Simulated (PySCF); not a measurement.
Run report: C$_{4}$H$_{6}$BN, core-level calculation

- system: C$_{4}$H$_{6}$BN, SMILES Bn1cccc1
- method: delta-SCF UKS HF, pcX-2 on the ionised atom, pcseg-1 elsewhere, spin-free X2C (PySCF 2.14.0)

Figures and captions count atoms from 1; the log counts them from 0 in places.

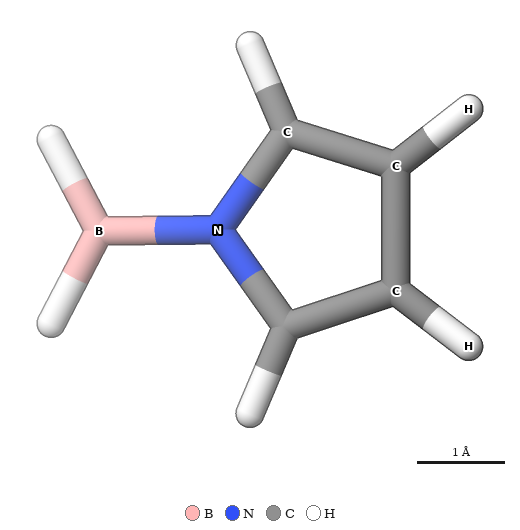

Figure 1. The structure as given in the input (stick view, seen at an oblique angle).

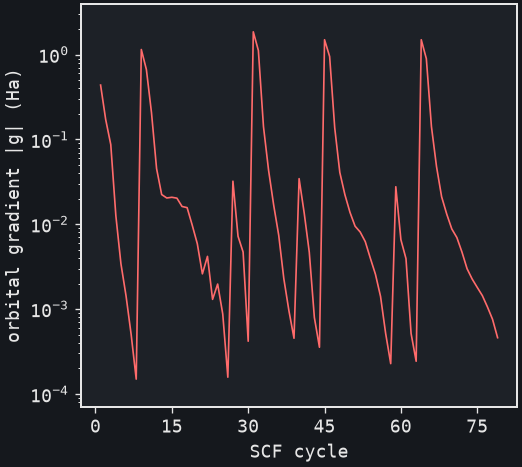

Figure 2. Convergence of the self-consistent field: orbital gradient |g| against the SCF cycle. All cycles printed in the log are drawn one after another.

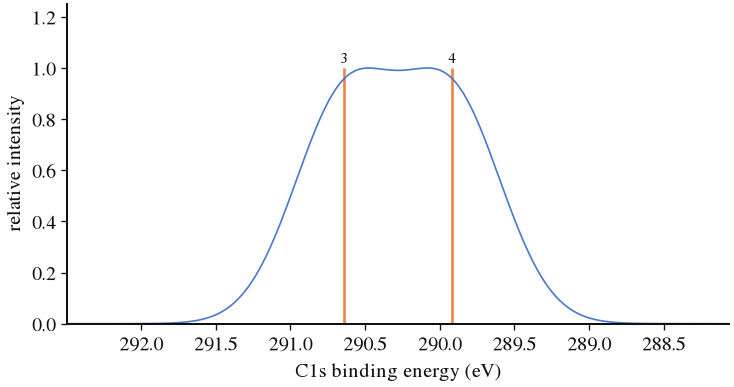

Figure 3. C1s binding energies by ΔSCF of the atoms computed, labelled by atom number, with a Gaussian envelope of 0.8 eV full width. They run from 289.92 eV (atom 4) to 290.64 eV (atom 3).

These pictures come from the run below.

## Input
```
{"job": {"kind": "xps", "xc": "HF"}, "charge": 0, "multiplicity": 1}
B      2.186255    -0.345617     0.213515
N      0.773808    -0.235670     0.139416
C      0.047829     0.932694    -0.078944
C     -1.282368     0.633491    -0.087691
C     -1.402125    -0.782518     0.134124
C     -0.139745    -1.279633     0.267060
H      2.668781    -1.432709     0.406146
H      2.846974     0.653155     0.079579
H      0.567578     1.879062    -0.208804
H     -2.097372     1.339273    -0.237139
H     -2.325413    -1.356818     0.184745
H      0.213913    -2.292739     0.443665
```

The first line tells a small driver script what to run in PySCF; the rest is the geometry in Å.

Launched with:
```bash
OMP_NUM_THREADS=1 python <driver script> task.json out
```

## What the program printed
```
ground state, core basis on atom 0 (B), 145 functions
  cycle   1  E = -234.07359989  |g| = 4.38e-01
  cycle   2  E = -234.14009863  |g| = 1.72e-01
  cycle   3  E = -234.14701092  |g| = 8.70e-02
  cycle   4  E = -234.14910535  |g| = 1.26e-02
  cycle   5  E = -234.14915445  |g| = 3.41e-03
  cycle   6  E = -234.14916115  |g| = 1.43e-03
  cycle   7  E = -234.14916276  |g| = 5.03e-04
  cycle   8  E = -234.14916305  |g| = 1.49e-04
  E(ground) = -234.14916305 Eh
hole in B 1s of atom 0
  cycle   1  E = -226.52529206  |g| = 1.15e+00
  cycle   2  E = -226.71223136  |g| = 6.67e-01
[... 16 cycles left out ...]
  E(ion) = -226.92977804 Eh   <S^2> = 0.8975   hole on atom = 1.000   binding energy = 196.449 eV
ground state, core basis on atom 1 (N), 145 functions
[... 4 cycles left out ...]
  E(ground) = -234.16955987 Eh
hole in N 1s of atom 1
[... 9 cycles left out ...]
  E(ion) = -219.26951824 Eh   <S^2> = 0.7771   hole on atom = 1.000   binding energy = 405.451 eV
ground state, core basis on atom 2 (C), 145 functions
[... 5 cycles left out ...]
  E(ground) = -234.15852209 Eh
hole in C 1s of atom 2
[... 14 cycles left out ...]
  E(ion) = -223.47777815 Eh   <S^2> = 0.9445   hole on atom = 1.000   binding energy = 290.638 eV
ground state, core basis on atom 3 (C), 145 functions
[... 5 cycles left out ...]
  E(ground) = -234.15841519 Eh
hole in C 1s of atom 3
[... 6 cycles left out ...]
  cycle   7  E = -223.50296267  |g| = 8.80e-03
  cycle   8  E = -223.50331744  |g| = 6.96e-03
  cycle   9  E = -223.50368959  |g| = 4.69e-03
  cycle  10  E = -223.50393235  |g| = 2.99e-03
  cycle  11  E = -223.50399493  |g| = 2.26e-03
  cycle  12  E = -223.50402814  |g| = 1.80e-03
  cycle  13  E = -223.50405830  |g| = 1.44e-03
  cycle  14  E = -223.50408070  |g| = 1.06e-03
  cycle  15  E = -223.50409336  |g| = 7.58e-04
  cycle  16  E = -223.50410038  |g| = 4.59e-04
  E(ion) = -223.50410038 Eh   <S^2> = 0.9036   hole on atom = 1.000   binding energy = 289.919 eV
```

## Results in brief

- outcome: converged
- hardware: 1 CPU thread, shared host
- wall time: 17 s
- peak memory: 0.54 GiB

## Notes

The core-hole state is spin-contaminated.
